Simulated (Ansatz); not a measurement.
# Gallium, beta-Sn type under r²SCAN: from relaxation to bulk modulus

Aim: take gallium in the beta-Sn type structure, relax it, solve it on a dense k-mesh, switch on spin-orbit coupling, then scale the cell to 7 volumes from 88 to 112 % of the relaxed one and try a fit of the equation of state. The k-meshes are 12×12×8 for the relaxation; 25×25×15 for the dense run; 15×15×9 for spin-orbit coupling; 17×17×11 for the volumes.

Method: DFT r2SCAN, plane waves (500 eV) with PAW, scalar-relativistic; PBE-made PAW files, in Ansatz 0.2.0.

### 1 The starting structure

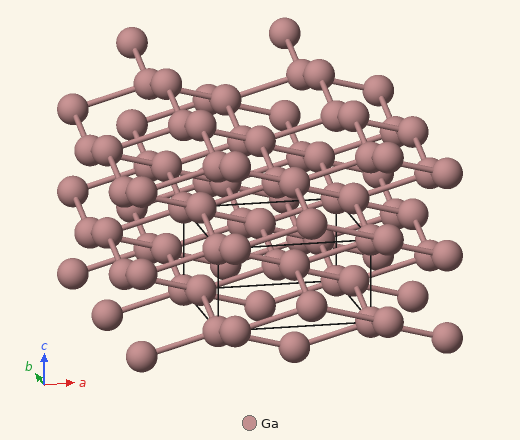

The structure, seen slightly off an axis (gallium pink). 1×2×2 conventional cells are drawn; the run uses a primitive one. Any atoms on the faces are drawn again on the opposite ones, and bonded neighbours outside are added.

As a file:

```
CELL_PARAMETERS angstrom
-2.66095 2.66095 1.45288
2.66095 -2.66095 1.45288
2.66095 2.66095 -1.45288
ATOMIC_POSITIONS crystal
Ga 0.00000 0.00000 0.00000
Ga 0.75000 0.25000 0.50000
```

### 2 Relaxing cell and atoms

input.yaml

```yaml
crystal:
  lattice:
    - [-2.6609524053, 2.6609524053, 1.4528800133]
    - [2.6609524053, -2.6609524053, 1.4528800133]
    - [2.6609524053, 2.6609524053, -1.4528800133]
  atoms:
    - { symbol: Ga, position: [0.0, 0.0, 0.0] }
    - { symbol: Ga, position: [0.75, 0.25, 0.5] }
hamiltonian:
  xc: r2scan
  pseudopotentials:
    kind: paw
    azcp:
      Ga: "pseudopotentials/Ga.paw.azcp"
basis:
  ecutwfc: 500
  fft_grid_basis: typed
kpoints:
  mp_grid: { grid: [12, 12, 8], shift: [0, 0, 0] }
magnetization:
  spin_polarized: false
scf:
  occupations: { method: fermi_dirac, width: 0.1 }
relax:
  max_steps: 60
  f_tol: 0.01
  cell: {}
```

On the command line:

```sh
$ ansatz run input.yaml --threads 1 --pin off --max-ram 3584MiB --backend cpu --events-out ev --progress --plain --runs-dir out
```

What it wrote:

```text
Warning: crystal.symmetry: narrowed to the stabiliser of the k-point mesh — unitary ops 16 → 4; excluded 12 operations that carry a point of the 12×12×8 mesh (shift [0, 0, 0]) off the mesh (the run samples exactly the mesh kpoints.mp_grid names, as under crystal.symmetry.detect: false, and its converged state has the mesh's symmetry, not the crystal's; ε∞, the Born charges and the force constants of a linear response (`dielectric:` by the response, `phonons.method: dfpt`) are averaged over those of the crystal's operations that the state keeps within a tolerance, where `mesh_tensors`, `unaveraged_element` or `gamma_mean_max_change_ev_ang2` stands beside them; a row that `dielectric.field_direction` solves alone is averaged likewise, with nothing beside; a Γ-centred mesh of equal divisions is mapped onto itself by every operation and keeps the whole group, as does a half-shifted one under kpoints.further_shifts: images)
Engine: ansatz 0.2.0, x86_64-unknown-linux-gnu
Pseudopotentials: kind: paw
Pseudopotential: Ga, paw, valence charge 13, recommended cutoff 500 eV (meta_gga), <dir>
Functional definition: r2SCAN
  parameter k0 = 0.174
  parameter k1 = 0.065
  parameter a1 = 4.9479
  exchange = r2scan_x(k0 = k0, k1 = k1, a1 = a1)
  correlation = r2scan_c
Crystal: 2 atoms, lattice volume = 41.149 Å³
Basis set: ecut = 500 eV, 1061 PW (Γ), exchange–correlation on 120×120×120 points (64 copies of the dense FFT grid, shifted against one another)
Bands: 17, of which v1, the nominal top of the filled ones, is band 13 counted from 1 (12 counted from 0)
Symmetry: 4 space group operations
k-points: 320 of 1152
Non-local potential: Ga, projectors of the file, l = 0: 2, l = 1: 2, l = 2: 3, l = 3: 1
PAW form: soft (Blöchl's): semilocal exchange-correlation on the pseudo side does not see the compensation charge
PAW frozen core: Ga, regenerated for the run's functional (the file was generated under x = pbe(κ = 0.804, μ = 0.2195149727645171), c = pbe(β = 0.06672455060314922))
PAW one-centre angular grid: Ga, 590 points (default); XC on 160 Gauss nodes
Initial density: superposition of atomic densities (neutral atoms: chi_scale 0, normalization atom), corrected by the library's trained network
Initial wavefunctions: pseudopotential atomic-orbital guess
Functional: x = r2scan, c = r2scan; τ floored in thin density (d = 2e-4 eV/Å³)
SCF iter   1: F=—  HF=-7580.187767 eV  |F-HF|=—  |Δ(HF+E_count)|=         —  Δρ=9.91e-3  dr2=1.61e-2  dr2_τ=8.25e-4  ethr=1.77e-3  ⟨swp⟩=5.0  Hψ=24819  notcnv=0
preconditioner: auto → Kerker (q_TF=auto, 2.527 Å⁻¹)  [metal: Δε(μ)=0.021 eV  Ē_g=17.734 eV  σ=0.100 eV  W_gap=0.05  n_scr=16 (ndim 8)  ℏωp=29.5 eV  f_vac=0.000  D(μ)=1.04/eV (n_scr^D=4)]
SCF iter   2: F=—  HF=-7580.197467 eV  |F-HF|=—  |Δ(HF+E_count)|=   9.70e-3  Δρ=2.46e-3  dr2=1.03e-3  dr2_τ=5.31e-5  ethr=6.18e-5  ⟨swp⟩=2.0  Hψ=13440  notcnv=0
SCF iter   3: F=—  HF=-7580.197713 eV  |F-HF|=—  |Δ(HF+E_count)|=   2.46e-4  Δρ=2.03e-3  dr2=8.07e-4  dr2_τ=4.22e-6  ethr=3.97e-6  ⟨swp⟩=2.0  Hψ=8735  notcnv=0
SCF iter   4: F=—  HF=-7580.197819 eV  |F-HF|=—  |Δ(HF+E_count)|=   1.05e-4  Δρ=6.02e-4  dr2=1.09e-4  dr2_τ=5.18e-7  ethr=3.10e-6  ⟨swp⟩=2.0  Hψ=6404  notcnv=0
SCF iter   5: F=—  HF=-7580.197856 eV  |F-HF|=—  |Δ(HF+E_count)|=   3.73e-5  Δρ=1.82e-4  dr2=1.13e-5  dr2_τ=3.30e-8  ethr=4.18e-7  ⟨swp⟩=2.8  Hψ=8817  notcnv=0
SCF iter   6: F=—  HF=-7580.197862 eV  |F-HF|=—  |Δ(HF+E_count)|=   6.03e-6  Δρ=1.75e-5  dr2=1.10e-7  dr2_τ=6.24e-10  ethr=4.36e-8  ⟨swp⟩=3.0  Hψ=9877  notcnv=0
SCF iter   7: F=-7580.197862 eV  HF=-7580.197862 eV  |F-HF|=2.46e-9  |Δ(HF+E_count)|=   6.90e-8  Δρ=2.12e-6  dr2=1.45e-9  dr2_τ=9.71e-12  ethr=3.85e-10  ⟨swp⟩=4.0  Hψ=19277  notcnv=0
SCF 1 converged in 7 iterations: F = -7580.197862 eV  dr2 = 1.45e-9
relax step   1: F+E_penalty+E_count = -7580.19786228 eV  Δ(F+E_penalty+E_count) = +0.000e0 eV  max|allowed force component| = 3.946e-4 eV/Å  Δτ_max = 0.0000 Å  P = -4.290 GPa  Ω = 41.149 Å³  (7 SCF iters, dr2 threshold 1.00e-7 eV, accepted)
Crystal: 2 atoms, lattice volume = 37.286 Å³
Basis set: ecut = 500 eV, 945 PW (Γ), exchange–correlation on 120×120×120 points (64 copies of the dense FFT grid, shifted against one another)
Initial density: handed on by an earlier stage of this run
Initial wavefunctions: those handed on with the density
iter 1 solved again at ethr=7.06e-6 eV; its pass at ethr=3.10e-3 eV (dr2=1.84e-3 eV) is discarded
SCF iter   1: F=—  HF=-7580.175336 eV  |F-HF|=—  |Δ(HF+E_count)|=         —  Δρ=2.17e-3  dr2=1.89e-3  dr2_τ=2.03e-2  ethr=7.06e-6  ⟨swp⟩=1.5  Hψ=36239  notcnv=0
preconditioner: auto → Kerker (q_TF=auto, 2.569 Å⁻¹)  [metal: Δε(μ)=0.005 eV  Ē_g=18.010 eV  σ=0.100 eV  W_gap=0.01  n_scr=12 (ndim 8)  ℏωp=31.0 eV  f_vac=0.000  D(μ)=0.91/eV (n_scr^D=4)]
SCF iter   2: F=—  HF=-7580.263507 eV  |F-HF|=—  |Δ(HF+E_count)|=   8.82e-2  Δρ=2.05e-3  dr2=1.26e-3  dr2_τ=7.47e-6  ethr=7.06e-6  ⟨swp⟩=2.0  Hψ=10882  notcnv=0
SCF iter   3: F=—  HF=-7580.263948 eV  |F-HF|=—  |Δ(HF+E_count)|=   4.41e-4  Δρ=6.42e-4  dr2=1.16e-4  dr2_τ=7.56e-6  ethr=4.84e-6  ⟨swp⟩=2.1  Hψ=9408  notcnv=0
SCF iter   4: F=—  HF=-7580.264034 eV  |F-HF|=—  |Δ(HF+E_count)|=   8.54e-5  Δρ=3.67e-4  dr2=3.81e-5  dr2_τ=6.36e-7  ethr=4.44e-7  ⟨swp⟩=2.0  Hψ=9654  notcnv=0
SCF iter   5: F=—  HF=-7580.264005 eV  |F-HF|=—  |Δ(HF+E_count)|=   2.82e-5  Δρ=1.54e-4  dr2=7.56e-6  dr2_τ=6.70e-8  ethr=1.47e-7  ⟨swp⟩=2.0  Hψ=9615  notcnv=0
SCF iter   6: F=—  HF=-7580.264012 eV  |F-HF|=—  |Δ(HF+E_count)|=   6.38e-6  Δρ=3.61e-5  dr2=4.13e-7  dr2_τ=3.10e-9  ethr=2.91e-8  ⟨swp⟩=2.0  Hψ=6529  notcnv=0
SCF iter   7: F=-7580.264012 eV  HF=-7580.264012 eV  |F-HF|=3.50e-8  |Δ(HF+E_count)|=   3.77e-7  Δρ=1.18e-5  dr2=2.20e-8  dr2_τ=5.17e-10  ethr=7.69e-10  ⟨swp⟩=4.9  Hψ=20295  notcnv=0
SCF 2 converged in 7 iterations: F = -7580.264012 eV  dr2 = 2.20e-8
relax step   2: F+E_penalty+E_count = -7580.26401226 eV  Δ(F+E_penalty+E_count) = -6.615e-2 eV  max|allowed force component| = 1.195e-2 eV/Å  Δτ_max = 0.0029 Å  P = +0.095 GPa  Ω = 37.286 Å³  energy of the carried Pulay correction = +1.469e-3 eV  (7 SCF iters, dr2 threshold 2.00e-7 eV, accepted)
Crystal: 2 atoms, lattice volume = 37.053 Å³
Basis set: ecut = 500 eV, 935 PW (Γ), exchange–correlation on 120×120×120 points (64 copies of the dense FFT grid, shifted against one another)
iter 1 solved again at ethr=3.05e-6 eV; its pass at ethr=3.10e-3 eV (dr2=7.93e-4 eV) is discarded
SCF iter   1: F=—  HF=-7580.265231 eV  |F-HF|=—  |Δ(HF+E_count)|=         —  Δρ=1.44e-3  dr2=8.03e-4  dr2_τ=1.38e-3  ethr=3.05e-6  ⟨swp⟩=2.1  Hψ=38670  notcnv=0
preconditioner: auto → none  [metal: Δε(μ)=0.042 eV  Ē_g=18.078 eV  σ=0.100 eV  W_gap=0.11  n_scr=8 (ndim 8)  ℏωp=31.1 eV  f_vac=0.000  D(μ)=0.80/eV (n_scr^D=4)]
SCF iter   2: F=—  HF=-7580.270097 eV  |F-HF|=—  |Δ(HF+E_count)|=   4.87e-3  Δρ=7.95e-4  dr2=1.70e-4  dr2_τ=1.34e-6  ethr=3.05e-6  ⟨swp⟩=2.8  Hψ=10032  notcnv=0
SCF iter   3: F=—  HF=-7580.270167 eV  |F-HF|=—  |Δ(HF+E_count)|=   7.03e-5  Δρ=3.48e-4  dr2=2.62e-5  dr2_τ=3.05e-7  ethr=6.55e-7  ⟨swp⟩=2.0  Hψ=6394  notcnv=0
SCF iter   4: F=—  HF=-7580.270188 eV  |F-HF|=—  |Δ(HF+E_count)|=   2.11e-5  Δρ=5.10e-5  dr2=6.66e-7  dr2_τ=2.37e-8  ethr=1.01e-7  ⟨swp⟩=2.1  Hψ=6669  notcnv=0
SCF iter   5: F=-7580.270189 eV  HF=-7580.270189 eV  |F-HF|=8.77e-8  |Δ(HF+E_count)|=   7.18e-7  Δρ=1.45e-5  dr2=5.29e-8  dr2_τ=6.91e-10  ethr=7.69e-10  ⟨swp⟩=5.9  Hψ=26019  notcnv=0
SCF 3 converged in 5 iterations: F = -7580.270189 eV  dr2 = 5.29e-8
relax step   3: F+E_penalty+E_count = -7580.27018896 eV  Δ(F+E_penalty+E_count) = -6.177e-3 eV  max|allowed force component| = 2.019e-2 eV/Å  Δτ_max = 0.0074 Å  P = +0.417 GPa  Ω = 37.053 Å³  energy of the carried Pulay correction = +1.561e-3 eV  (5 SCF iters, dr2 threshold 2.00e-7 eV, accepted)
[... from here on, the SCF cycles and remarks between the steps are left out ...]
relax step   4: F+E_penalty+E_count = -7580.29586435 eV  Δ(F+E_penalty+E_count) = -2.568e-2 eV  max|allowed force component| = 2.486e-2 eV/Å  Δτ_max = 0.0350 Å  P = +0.454 GPa  Ω = 36.919 Å³  energy of the carried Pulay correction = +1.610e-3 eV  (8 SCF iters, dr2 threshold 2.00e-7 eV, accepted)
relax step   5: F+E_penalty+E_count = -7580.31502277 eV  Δ(F+E_penalty+E_count) = -1.916e-2 eV  max|allowed force component| = 1.710e-2 eV/Å  Δτ_max = 0.0335 Å  P = +0.883 GPa  Ω = 36.577 Å³  energy of the carried Pulay correction = +1.746e-3 eV  (8 SCF iters, dr2 threshold 2.00e-7 eV, accepted)
relax step   6: F+E_penalty+E_count = -7580.32369197 eV  Δ(F+E_penalty+E_count) = -8.669e-3 eV  max|allowed force component| = 5.312e-3 eV/Å  Δτ_max = 0.0064 Å  P = +0.063 GPa  Ω = 36.983 Å³  energy of the carried Pulay correction = +1.584e-3 eV  (8 SCF iters, dr2 threshold 2.00e-7 eV, accepted)
relax step   7: F+E_penalty+E_count = -7580.33528831 eV  Δ(F+E_penalty+E_count) = -1.160e-2 eV  max|allowed force component| = 1.514e-2 eV/Å  Δτ_max = 0.0109 Å  P = -0.844 GPa  Ω = 37.412 Å³  energy of the carried Pulay correction = +1.413e-3 eV  (14 SCF iters, dr2 threshold 2.00e-7 eV, accepted)
relax step   8: F+E_penalty+E_count = -7580.36693539 eV  Δ(F+E_penalty+E_count) = -3.165e-2 eV  max|allowed force component| = 3.159e-2 eV/Å  Δτ_max = 0.0026 Å  P = -0.361 GPa  Ω = 36.830 Å³  energy of the carried Pulay correction = +1.648e-3 eV  (7 SCF iters, dr2 threshold 2.00e-7 eV, accepted)
relax step   9: F+E_penalty+E_count = -7580.38678861 eV  Δ(F+E_penalty+E_count) = -1.985e-2 eV  max|allowed force component| = 1.205e-2 eV/Å  Δτ_max = 0.0099 Å  P = +0.001 GPa  Ω = 36.263 Å³  energy of the carried Pulay correction = +1.878e-3 eV  (8 SCF iters, dr2 threshold 2.00e-7 eV, accepted)
relax step  10: F+E_penalty+E_count = -7580.38889979 eV  Δ(F+E_penalty+E_count) = -2.111e-3 eV  max|allowed force component| = 2.471e-2 eV/Å  Δτ_max = 0.0030 Å  P = +1.004 GPa  Ω = 35.663 Å³  energy of the carried Pulay correction = +2.123e-3 eV  (8 SCF iters, dr2 threshold 2.00e-7 eV, accepted)
relax step  11: F+E_penalty+E_count = -7580.38765840 eV  Δ(F+E_penalty+E_count) = +1.241e-3 eV  max|allowed force component| = 2.115e-2 eV/Å  Δτ_max = 0.0063 Å  P = -0.351 GPa  Ω = 36.529 Å³  energy of the carried Pulay correction = +1.766e-3 eV  (7 SCF iters, dr2 threshold 2.00e-7 eV, rejected (line search))
relax step  12: F+E_penalty+E_count = -7580.39272160 eV  Δ(F+E_penalty+E_count) = -3.822e-3 eV  max|allowed force component| = 1.212e-2 eV/Å  Δτ_max = 0.0044 Å  P = -0.009 GPa  Ω = 36.240 Å³  energy of the carried Pulay correction = +1.883e-3 eV  (11 SCF iters, accepted)
relax step  13: F+E_penalty+E_count = -7580.39287811 eV  Δ(F+E_penalty+E_count) = -1.565e-4 eV  max|allowed force component| = 8.442e-3 eV/Å  Δτ_max = 0.0025 Å  P = -0.007 GPa  Ω = 36.243 Å³  energy of the carried Pulay correction = +1.883e-3 eV  (6 SCF iters, dr2 threshold 1.14e-7 eV, accepted)
relax step  14: F+E_penalty+E_count = -7580.39292193 eV  Δ(F+E_penalty+E_count) = -4.382e-5 eV  max|allowed force component| = 1.256e-3 eV/Å  Δτ_max = 0.0013 Å  P = +0.002 GPa  Ω = 36.236 Å³  energy of the carried Pulay correction = +1.886e-3 eV  (6 SCF iters, dr2 threshold 2.13e-8 eV, accepted)
Basis set: ecut = 500 eV, 911 PW (Γ), exchange–correlation on 128×128×128 points (64 copies of the dense FFT grid, shifted against one another)
Initial wavefunctions: pseudopotential atomic-orbital guess (no wavefunctions were taken with the density)
iter 1 solved again at ethr=7.52e-8 eV; its pass at ethr=3.10e-3 eV (dr2=1.95e-5 eV) is discarded
SCF iter   1: F=—  HF=-7580.392900 eV  |F-HF|=—  |Δ(HF+E_count)|=         —  Δρ=5.85e-4  dr2=4.28e-6  dr2_τ=1.26e-5  ethr=7.52e-8  ⟨swp⟩=2.7  Hψ=37412  notcnv=0
preconditioner: auto → Kerker (q_TF=auto, 2.581 Å⁻¹)  [metal: Δε(μ)=0.001 eV  Ē_g=18.121 eV  σ=0.100 eV  W_gap=0.00  n_scr=12 (ndim 8)  ℏωp=31.5 eV  f_vac=0.000  D(μ)=0.58/eV (n_scr^D=2)]
SCF iter   2: F=—  HF=-7580.393502 eV  |F-HF|=—  |Δ(HF+E_count)|=   6.02e-4  Δρ=2.98e-4  dr2=1.24e-6  dr2_τ=5.69e-6  ethr=1.64e-8  ⟨swp⟩=2.0  Hψ=9666  notcnv=0
SCF iter   3: F=—  HF=-7580.393721 eV  |F-HF|=—  |Δ(HF+E_count)|=   2.19e-4  Δρ=4.89e-5  dr2=4.55e-8  dr2_τ=1.42e-7  ethr=4.77e-9  ⟨swp⟩=2.0  Hψ=9713  notcnv=0
SCF iter   4: F=—  HF=-7580.393727 eV  |F-HF|=—  |Δ(HF+E_count)|=   5.68e-6  Δρ=6.56e-6  dr2=7.04e-9  dr2_τ=4.63e-10  ethr=1.75e-10  ⟨swp⟩=2.0  Hψ=9713  notcnv=0
SCF iter   5: F=—  HF=-7580.393727 eV  |F-HF|=—  |Δ(HF+E_count)|=   3.41e-8  Δρ=2.08e-6  dr2=1.15e-9  dr2_τ=2.36e-11  ethr=2.71e-11  ⟨swp⟩=2.2  Hψ=9566  notcnv=0
SCF iter   6: F=—  HF=-7580.393727 eV  |F-HF|=—  |Δ(HF+E_count)|=   3.07e-9  Δρ=7.42e-7  dr2=1.79e-10  dr2_τ=2.96e-12  ethr=4.43e-12  ⟨swp⟩=2.0  Hψ=9544  notcnv=0
SCF iter   7: F=-7580.393727 eV  HF=-7580.393727 eV  |F-HF|=1.09e-11  |Δ(HF+E_count)|=  2.86e-10  Δρ=1.83e-7  dr2=1.18e-11  dr2_τ=2.81e-13  ethr=1.00e-12  ⟨swp⟩=4.0  Hψ=25731  notcnv=0
SCF 15 converged in 7 iterations: F = -7580.393727 eV  dr2 = 1.18e-11
relax step  15: F+E_penalty+E_count = -7580.39372712 eV  Δ(F+E_penalty+E_count) = -8.052e-4 eV  max|allowed force component| = 1.159e-3 eV/Å  Δτ_max = 0.0000 Å  P = -0.008 GPa  Ω = 36.236 Å³  stress off target by 2.24e-2 GPa  SCF on the basis re-selected at this cell (its energy is not comparable with the rows above)  (7 SCF iters)
basis re-selected at this cell: Δ(F+E_penalty+E_count) = -8.052e-4 eV, ΔP = -0.010 GPa vs the last step (what re-selecting the basis moved, of the pressure what is left beyond the Pulay correction that the steps carried, after the strain that the cell walked since its last selection, with what the two solves' SCF thresholds leave and, on support functions, any second-order correction that the steps lacked; it is no measure of the basis error at this ecutwfc). The dense FFT grid was sized anew with the basis: this SCF ran on 32×32×32 points, the steps before it on 30×30×30, so part of this shift can come from that change (see relax.cell in the input reference). This SCF's stress stands 2.24e-2 GPa from its target on what of the cell is left free (relax.cell.stress_tol is 5.00e-2 GPa) and its largest allowed force component is 1.16e-3 eV/Å (relax.f_tol is 1.00e-2 eV/Å): within both
SCF converged after 7 iterations
Free energy (F): -7580.393727 eV
Harris-Foulkes:  -7580.393727 eV  (|F-HF|=1.09e-11)
Internal energy: -7580.374748 eV  (E = F + TS)
E sigma→0 (E₀):  -7580.384238 eV
Entropy (-TS):   -0.018979 eV (-9.490 meV/atom)
Fermi energy:    10.158604 eV
--- Per-component energies (eV) ---
  E_band       = -75.206904
  E_kinetic    = 229.464879
  E_local      = -3563.288304  (includes V_loc(G=0)·N_el)
  E_nonlocal   = 848.991765
  E_hartree    = 1681.210876
  E_xc         = -125.257387
  E_vxc        = -120.100315  (∫ρ·V_xc dr)
  E_paw        = -4001.650459  (= ΣΔE_a)
  E_vpaw       = -839.328547  (= ΣTr[D̂ρ^β])
  E_aug_tail   = -0.000083  (compensation charges beyond the density's cutoff)
  E_vtau       = 6.631922  (kinetic-family band-sum trace: ∫τ·v_τ [+ j·A + Jᵃ·Aᵃ] dr)
  E_ewald      = -2648.539896
  E_core_change = -1.306140  (= ΣΔE_core)
  E_smearing   = -0.018979  (= −TS)
  E_closure    = -0.000000  (closes the sum)
  Σ components = -7580.393727   (vs F -7580.393727, Δ=0.00e0)
--- Forces (eV/Å), atoms counted from 1 ---
  atom   1  Ga    -0.00115901     0.00115901    -0.00000000
  atom   2  Ga     0.00115901    -0.00115901     0.00000000
  max |Σ_I F_I| component: 0.00e0 eV/Å
--- Stress (GPa, compression-positive) ---
       -0.005210       0.010680      -0.011871
        0.010680      -0.005210      -0.011871
       -0.011871      -0.011871      -0.012241
  P = ⅓ Tr σ = -0.0076 GPa (-0.076 kbar)
--- Relaxed structure (14 steps of the walk, 13 accepted, 1 SCFs on fresh bases) ---
  F+E_penalty+E_count = -7580.39372712 eV   max|allowed force component| = 1.159e-3 eV/Å   (the final SCF, on the basis selected at the relaxed cell)
  cell:  # Å, volume = 36.2359 Å³
    - [-2.996781564152743, 2.6284905307162387, 1.3348749177165629]
    - [2.6284905307162387, -2.996781564152743, 1.3348749177165629]
    - [2.6900148714035175, 2.6900148714035175, -2.0094006199783445]
  atoms:
    - { symbol: Ga, position: [-0.008537354390093798, 0.008537354390093798, 0.0] }
    - { symbol: Ga, position: [0.7585373543900941, 0.2414626456099062, 0.5000000000000002] }
```

Run time: 11 min. Hardware: 1 thread of Intel Xeon Platinum 8259CL at 2.50GHz (Skylake/Cascade Lake), shared host; peak memory 0.88 GiB.

The walk, from the log:

```
step  energy change (meV/atom)  largest force (eV/Å)  pressure (GPa)  volume (Å³/atom)  accepted
   1                      0.00                0.0004           -4.29            20.575       yes
   2                    -33.07                0.0120            0.10            18.643       yes
   3                    -36.16                0.0202            0.42            18.527       yes
   4                    -49.00                0.0249            0.45            18.460       yes
   5                    -58.58                0.0171            0.88            18.289       yes
   6                    -62.91                0.0053            0.06            18.492       yes
   7                    -68.71                0.0151           -0.84            18.706       yes
   8                    -84.54                0.0316           -0.36            18.415       yes
   9                    -94.46                0.0121            0.00            18.132       yes
  10                    -95.52                0.0247            1.00            17.832       yes
  11                    -94.90                0.0212           -0.35            18.265        no
  12                    -97.43                0.0121           -0.01            18.120       yes
  13                    -97.51                0.0084           -0.01            18.121       yes
  14                    -97.53                0.0013            0.00            18.118       yes
  15                    -97.93                0.0012           -0.01            18.118       yes
```

Steps that repeat a cell are solved on a basis chosen anew, so their changes of energy are no gain of the relaxation.

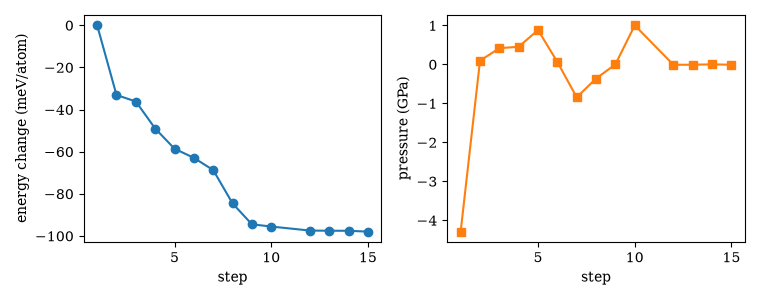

Energy and pressure over the accepted steps.

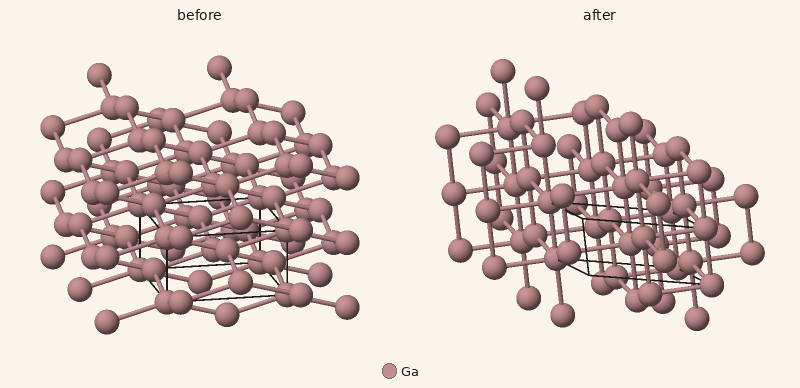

The structure before (left) and after (right), drawn at the same scale. The cells drawn are those of the first picture.

Changes in the cell that was computed:

|  | before | after | change |
| --- | --- | --- | --- |
| a (Å) | 4.034 | 4.204 | +4.2 % |
| b (Å) | 4.034 | 4.204 | +4.2 % |
| c (Å) | 4.034 | 4.302 | +6.7 % |
| α (°) | 97.45 | 101.72 | +4.4 % |
| β (°) | 97.45 | 101.72 | +4.4 % |
| γ (°) | 137.78 | 142.25 | +3.2 % |
| volume (Å³/atom) | 20.575 | 18.118 | -11.9 % |
| shortest distance (Å) | 2.758 | 2.705 | -1.9 % |
| space group (spins left aside) | I4_1/amd | C2/c | changed |

### 3 Dense single point

input.yaml

```yaml
crystal:
  lattice:
    - [-2.9967815642, 2.6284905307, 1.3348749177]
    - [2.6284905307, -2.9967815642, 1.3348749177]
    - [2.6900148714, 2.6900148714, -2.00940062]
  atoms:
    - { symbol: Ga, position: [0.9914626456, 0.0085373544, 1.0] }
    - { symbol: Ga, position: [0.7585373544, 0.2414626456, 0.5] }
hamiltonian:
  xc: r2scan
  pseudopotentials:
    kind: paw
    azcp:
      Ga: "pseudopotentials/Ga.paw.azcp"
basis:
  ecutwfc: 500
  fft_grid_basis: typed
kpoints:
  mp_grid: { grid: [25, 25, 15], shift: [0, 0, 0] }
magnetization:
  spin_polarized: false
scf:
  occupations: { method: fermi_dirac, width: 0.1 }
```

On the command line:

```sh
$ ansatz run input.yaml --threads 1 --pin off --max-ram 3584MiB --backend cpu --events-out ev --progress --plain --runs-dir out
```

What it wrote, shortened:

```text
[...]
[... 3 set-up lines as earlier in the session ...]
[...]
Crystal: 2 atoms, lattice volume = 36.236 Å³
Basis set: ecut = 500 eV, 911 PW (Γ), exchange–correlation on 128×128×128 points (64 copies of the dense FFT grid, shifted against one another)
Bands: 17, of which v1, the nominal top of the filled ones, is band 13 counted from 1 (12 counted from 0)
[... 1 set-up line as earlier in the session ...]
Space group: C2/c (ITA 15), of the structure as read, at distance tolerance 3.3e-5 Å
k-points: 2444 of 9375
[...]
SCF iter   1: F=—  HF=-7580.364877 eV  |F-HF|=—  |Δ(HF+E_count)|=         —  Δρ=1.11e-2  dr2=1.86e-2  dr2_τ=1.60e-3  ethr=1.77e-3  ⟨swp⟩=5.0  Hψ=195469  notcnv=0
[...]
SCF iter   7: F=-7580.382858 eV  HF=-7580.382858 eV  |F-HF|=5.16e-9  |Δ(HF+E_count)|=   1.84e-7  Δρ=4.86e-6  dr2=8.39e-9  dr2_τ=5.17e-11  ethr=3.85e-10  ⟨swp⟩=3.0  Hψ=111661  notcnv=0
[...]
SCF converged after 7 iterations
Free energy (F): -7580.382858 eV
[...]
E sigma→0 (E₀):  -7580.372348 eV
Entropy (-TS):   -0.021020 eV (-10.510 meV/atom)
Fermi energy:    10.158676 eV
[...]
```

Wall time 3.4 min (1 thread of Intel Xeon Platinum 8259CL at 2.50GHz (Skylake/Cascade Lake), shared host); peak memory 1.9 GiB.

[end of part 1 of 2]
